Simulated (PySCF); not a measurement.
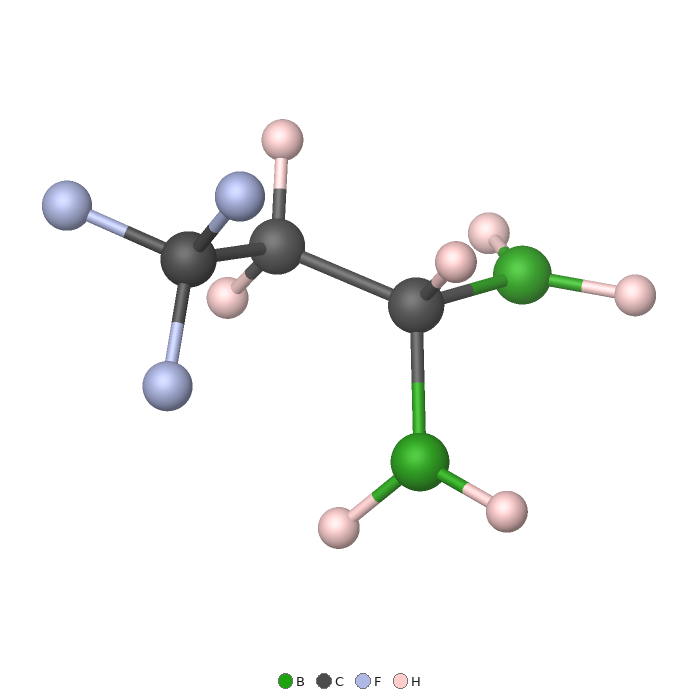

Every bond is drawn as one stick, whatever its order.

The geometry was computed by an optimisation with GFN2-xTB. No frequency run is at hand to confirm it as a minimum.

What is the molecular formula?

C3H7B2F3, 15 atoms: 3 carbon, 7 hydrogen, 2 boron and 3 fluorine.

How many bonds of each kind are drawn?

4 B–H, 3 C–F, 3 C–H, 2 C–B, 2 C–C.

What is the point group of this geometry?

C1.

More results for the same structure follow; atom numbers are the same in all pictures, views and colours differ.

## Spin–spin coupling

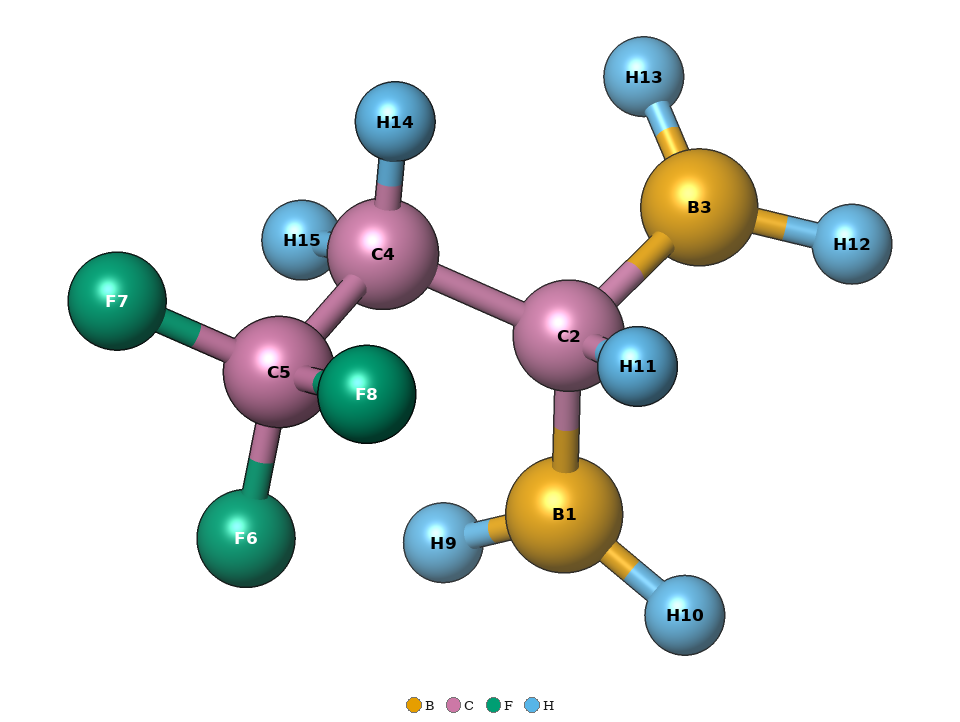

No frequency run is at hand to confirm it as a minimum. Properties computed with B3LYP/pcJ-1 indirect spin-spin coupling, non-relativistic, gas phase (PySCF 2.14.0). Isotopes: 11B, 13C, 19F, 1H.

Give the spin–spin coupling constants of these pairs, with the number of bonds between them: C4/F7, F6/F8, B1/H13, C2/F8, B3/H15.

```
   pair  bonds apart  J (Hz)
 C4, F7            2    24.3
 F6, F8            2    72.5
B1, H13            3     0.6
 C2, F8            3     0.8
B3, H15            3     1.1
```

Density functionals are unreliable for couplings to fluorine, so those rows may be far off.

## Electronic properties

No frequency run is at hand to confirm it as a minimum. Properties computed with B3LYP/pcJ-1, gas phase (PySCF 2.14.0).

Predict the main results.

- dipole moment: 2.05 D
- HOMO energy (Kohn–Sham orbital): −8.97 eV
- LUMO energy (Kohn–Sham orbital): −2.73 eV
- HOMO–LUMO gap: 6.25 eV

## Quadrupole coupling

No frequency run is at hand to confirm it as a minimum. Electric field gradients from the ground-state density, B3LYP/pcJ-1 (PySCF 2.14.0), non-relativistic apart from any core potentials.

Give the largest field-gradient component, the quadrupole coupling constant and the asymmetry for 11B at B1 (Q = 40.59 mb), 11B at B3 (Q = 40.59 mb).

```
atom  V_zz (a.u.)  e²qQ/h (MHz)     η
  B1        0.606          5.78  0.12
  B3        0.604          5.76  0.11
```

The geometry is semi-empirical. Around B such bond lengths and angles can be off by a tenth of an ångström or more and by several degrees, and values that hang on the shape move with them.
